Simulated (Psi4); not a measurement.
**B3LYP/def2-SVPD run of NSF3 (thiazyl trifluoride)**

Aim: the vertical singlet–triplet gap of NSF3 (thiazyl trifluoride) at B3LYP/def2-SVPD, from 2 runs. 

Program for the calculation: Psi4 1.11.

3 further runs of the same task are left out: 3 that didn't finish.

## Step 1: The structure to begin with

NSF3 has 5 atoms, charge 0, and is taken as a singlet. As SMILES, `N#S(F)(F)F`. Geometry: relaxed at PBE0-D4/def2-TZVP.

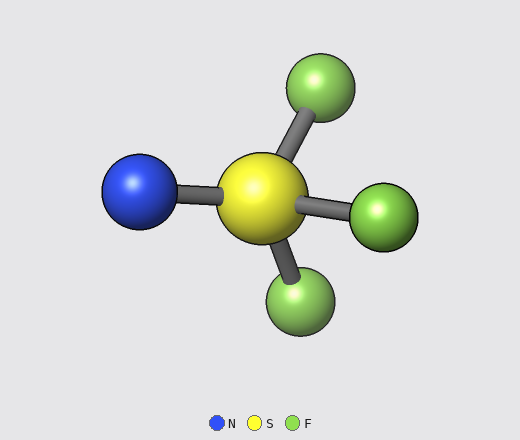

Viewed from a chosen angle; nitrogen blue, sulfur yellow, fluorine green.

## Step 2: Energy and gradient at B3LYP/def2-SVPD

Contents of calc.dat:

```
memory 2200 MB

molecule {
  N     -0.349630    -0.004150     1.591380
  S     -0.047340    -0.000560     0.215490
  F      1.023370    -0.939300    -0.408980
  F     -1.108620    -0.317610    -0.875740
  F      0.482210     1.261610    -0.522150
  units angstrom
  symmetry c1
  no_reorient
  no_com
}

set {
  basis def2-SVPD
  reference rks
  puream true
  e_convergence 1e-09
  d_convergence 1e-08
  scf_type pk
  dft_radial_points 99
  dft_spherical_points 590
}

e_tot, wfn = gradient('b3lyp', return_wfn=True)
```

Run with:

```console
$ psi4 -i calc.dat -o calc.out -n 1
```

calc.out, cut to the lines that bear on the results:

```text
[...]
  Running in c1 symmetry.
[...]
  Nuclear repulsion =  284.226728899419868
[...]
  Multiplicity = 1
[...]
  Nalpha       = 25
  Nbeta        = 25
[...]
    Number of basis functions: 116
[...]
   @RKS iter   1:  -751.57146131238460    7.95889e-01   8.25195e-03 ADIIS/DIIS
[...]
   @RKS iter  12:  -751.95014528634033    0.00000e+00   1.86511e-09 DIIS
[...]
    Orbital Energies [Eh]
    ---------------------
    Doubly Occupied:
       1A    -89.187626     2A    -24.798050     3A    -24.797962
       4A    -24.797959     5A    -14.370041     6A     -8.242955
       7A     -6.211099     8A     -6.211099     9A     -6.209680
      10A     -1.375640    11A     -1.282158    12A     -1.282156
      13A     -0.989361    14A     -0.758169    15A     -0.660903
      16A     -0.660903    17A     -0.575685    18A     -0.556172
      19A     -0.556170    20A     -0.509154    21A     -0.509153
      22A     -0.493638    23A     -0.413496    24A     -0.353247
      25A     -0.353246
[...]
  @RKS Final Energy:  -751.95014528634033
   => Energetics <=
    Nuclear Repulsion Energy =            284.2267288994198680
    One-Electron Energy =               -1603.1323554766363486
    Two-Electron Energy =                 618.6051052245611572
    DFT Exchange-Correlation Energy =     -51.6496239336850635
    Empirical Dispersion Energy =           0.0000000000000000
    VV10 Nonlocal Energy =                  0.0000000000000000
    Total Energy =                       -751.9501452863403301
[...]
 Multipole Moments:
 ------------------------------------------------------------------------------------
     Multipole            Electronic (a.u.)      Nuclear  (a.u.)        Total (a.u.)
 ------------------------------------------------------------------------------------
 L = 1.  Multiply by 2.5417464519 to convert [e a0] to [Debye]
 Dipole X            :         -0.5355595            0.6950224            0.1594629
 Dipole Y            :         -0.0062000            0.0081069            0.0019069
 Dipole Z            :          2.4382744           -3.1640251           -0.7257507
 Magnitude           :                                                    0.7430654
[...]
  -Total Gradient:
     Atom            X                  Y                   Z
    ------   -----------------  -----------------  -----------------
       1        0.007515289068     0.000088092242    -0.034213426130
       2        0.007315708193     0.000088275992    -0.033283580257
       3       -0.028330288979     0.024646155666     0.017441634191
       4        0.027663304265     0.008331763576     0.029685095748
       5       -0.014135309648    -0.033155917283     0.020415190324
[...]
```

It took 58 s on 1 thread of Intel Xeon Platinum 8259CL at 2.50GHz (Skylake/Cascade Lake), shared host; peak memory 0.73 GiB.

## Step 3: The triplet

Contents of calc.py:

```python
import psi4

psi4.set_memory('2200 MB')
psi4.set_num_threads(1)
psi4.set_output_file('output.dat', False)

mol = psi4.geometry("""
0 3
N     -0.349630    -0.004150     1.591380
S     -0.047340    -0.000560     0.215490
F      1.023370    -0.939300    -0.408980
F     -1.108620    -0.317610    -0.875740
F      0.482210     1.261610    -0.522150
symmetry c1
no_reorient
no_com
""")

options = {'basis': 'def2-SVPD', 'reference': 'uks', 'puream': True, 'e_convergence': 1e-09, 'd_convergence': 1e-08, 'scf_type': 'pk', 'dft_radial_points': 99, 'dft_spherical_points': 590, 'maxiter': 100}
psi4.set_options(options)

energy_value, wavefunction = psi4.gradient("b3lyp", molecule=mol, return_wfn=True)
psi4.oeprop(wavefunction, "MULLIKEN_CHARGES", "MAYER_INDICES", "DIPOLE")
print('gradient / Eh bohr^-1')
print(energy_value.np.round(6))
print(f'energy = {wavefunction.energy():.10f} Eh')
```

Run with:

```console
$ python calc.py
```

output.dat, cut to the lines that bear on the results:

```text
[...]
  Running in c1 symmetry.
[...]
  Nuclear repulsion =  284.226728899419868
[...]
  Multiplicity = 3
[...]
  Nalpha       = 26
  Nbeta        = 24
[...]
    Number of basis functions: 116
[...]
   @UKS iter   1:  -751.54182218624032    8.25528e-01   6.15447e-03 DIIS/ADIIS
[...]
   @UKS iter  71:  -751.73753494942855   -1.86333e-10   3.43475e-09 DIIS
[...]
   @S^2 Observed:                2.003904441E+00
[...]
  @UKS Final Energy:  -751.73753494942855
   => Energetics <=
    Nuclear Repulsion Energy =            284.2267288994198680
    One-Electron Energy =               -1603.3212380206359740
    Two-Electron Energy =                 619.0571151524809466
    DFT Exchange-Correlation Energy =     -51.7001409806933410
    Empirical Dispersion Energy =           0.0000000000000000
    VV10 Nonlocal Energy =                  0.0000000000000000
    Total Energy =                       -751.7375349494285501
[...]
  -Total Gradient:
     Atom            X                  Y                   Z
    ------   -----------------  -----------------  -----------------
       1        0.050990200907     0.007367907343    -0.223372800809
       2       -0.012796374913    -0.003956298298     0.053302485958
       3       -0.093680029441     0.079763432596     0.035829199674
       4        0.098869150277     0.023527949750     0.078070434230
       5       -0.043353404958    -0.106705387131     0.056218283617
[...]
 Multipole Moments:
 ------------------------------------------------------------------------------------
     Multipole            Electronic (a.u.)      Nuclear  (a.u.)        Total (a.u.)
 ------------------------------------------------------------------------------------
 L = 1.  Multiply by 2.5417464519 to convert [e a0] to [Debye]
 Dipole X            :         -0.7139934            0.6950224           -0.0189711
 Dipole Y            :         -0.0549535            0.0081069           -0.0468466
 Dipole Z            :          3.1906268           -3.1640251            0.0266017
 Magnitude           :                                                    0.0571153
[...]
```

On the terminal:

```text
gradient / Eh bohr^-1
[[ 0.05099   0.007368 -0.223373]
 [-0.012796 -0.003956  0.053302]
 [-0.09368   0.079763  0.035829]
 [ 0.098869  0.023528  0.07807 ]
 [-0.043353 -0.106705  0.056218]]
energy = -751.7375349494 Eh
```

Run time: 4.9 min. Hardware: 1 thread of Intel Xeon Platinum 8259CL at 2.50GHz (Skylake/Cascade Lake), shared host; peak memory 0.73 GiB.

## Step 4: Summary of results

At B3LYP/def2-SVPD:

| quantity | value |
| --- | --- |
| singlet: total energy | -751.95015 Eh |
| singlet: dipole moment | 1.89 D |
| singlet: HOMO energy | -9.61 eV |
| singlet: LUMO energy | -1.88 eV |
| singlet: HOMO–LUMO gap | 7.73 eV |
| singlet: largest force on an atom | 2.130 eV/Å |
| triplet: total energy | -751.73753 Eh |
| triplet: dipole moment | 0.15 D |
| triplet: HOMO energy (highest over α and β) | -3.99 eV |
| triplet: ⟨S²⟩ | 2.004 |
| triplet: largest force on an atom | 11.788 eV/Å |
| vertical energy of the triplet above the singlet | 5.785 eV |

What this shows: At this shape the triplet lies 5.79 eV (558 kJ/mol) above the singlet. The largest force (singlet) is 2.13 eV/Å: the shape isn't a stationary point for this species at this level. Mulliken charges (triplet) run from -0.35 on F5 to +1.15 on S2; in a basis this large or diffuse they mean little.
